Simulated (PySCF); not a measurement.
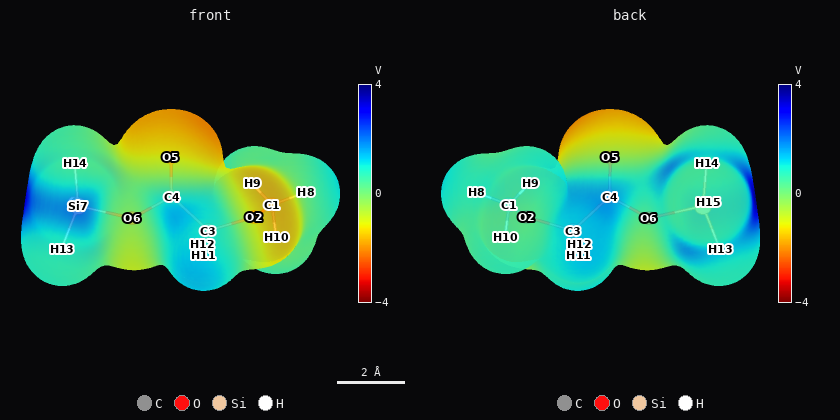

C3H8O3Si (SMILES COCC(=O)O[SiH3]). The electrostatic potential painted on the density surface at 0.004 e/bohr³, seen from the front and from behind; the colour scale runs from red (negative) to blue (positive).

Geometry: GFN2-xTB, MD frame at 250 fs, 400 K.

These are results of PBE0/pcSseg-1, SCF density, gas phase, non-relativistic (PySCF), not measurements.

```tsv
atom	x (Å)	y (Å)	z (Å)
C	-3.0976	-0.5036	0.0423
O	-2.4438	0.6748	-0.1324
C	-1.0749	0.5992	-0.5506
C	0.0318	0.4264	0.4543
O	0.0747	0.4497	1.6494
O	1.2040	0.3409	-0.2157
Si	2.7803	-0.2381	0.0562
H	-4.0742	-0.3011	0.4533
H	-2.5417	-1.1884	0.5846
H	-3.2862	-1.0055	-1.0229
H	-0.8349	1.4146	-1.1651
H	-0.9821	-0.3272	-1.1275
H	3.3198	0.3328	-1.1440
H	2.9506	0.1681	1.4506
H	2.7781	-1.7122	-0.0690
```

Where is the surface potential most negative and most positive?

The most negative region (about −2.0 V, or −46 kcal/mol for a unit charge) lies over O5, the most positive (about +3.4 V, or +78 kcal/mol for a unit charge) over Si7. O5 is the likeliest acceptor of a hydrogen bond.
